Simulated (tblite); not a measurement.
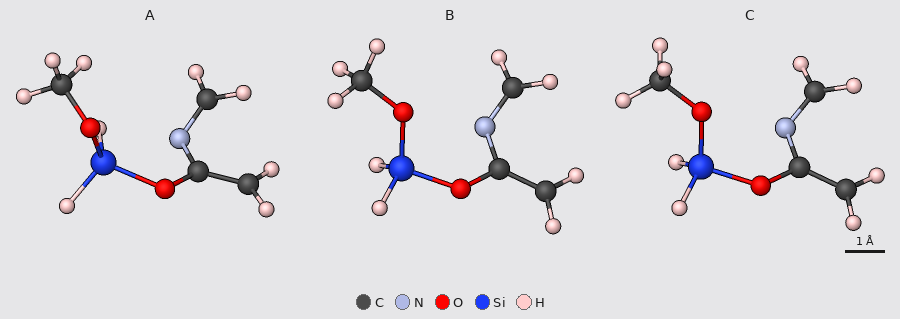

3 geometries from one relaxation of C$_{4}$H$_{9}$NO$_{2}$Si, in shuffled order. A ball-and-stick model, seen at a tilt.

The calculation used GFN2-xTB geometry optimisation, gas phase in tblite 0.8.0. 

**Put them in the order of the run, from the start to the converged end.**

A, C, B. They are steps 0, 87, 201, at +24.6 kcal/mol, +0.56 kcal/mol relative to the last. The energy falls by 24.6 kcal/mol in 201 geometry steps. The atom that moves furthest after the best rigid fit is an H atom (1.18 Å). By element the largest moves are H 1.18 Å, O 1.07 Å, C 0.47 Å, N 0.38 Å, Si 0.27 Å. Among the contacts that change: O–Si 1.735 → 1.627 Å, O–Si 1.718 → 1.622 Å, C–O 1.383 → 1.342 Å, H–Si 1.499 → 1.460 Å. Bond angles that change, for instance: Si–O–C 106.0° → 127.8°, C–O–Si 116.1° → 127.1°, O–Si–H 106.7° → 99.4°. Groups turn about O–Si by about 50°, O–Si by about 35°. Cost: 5.8 s on 1 thread of Intel(R) Xeon(R) Processor @ 2.50GHz, on a shared host.
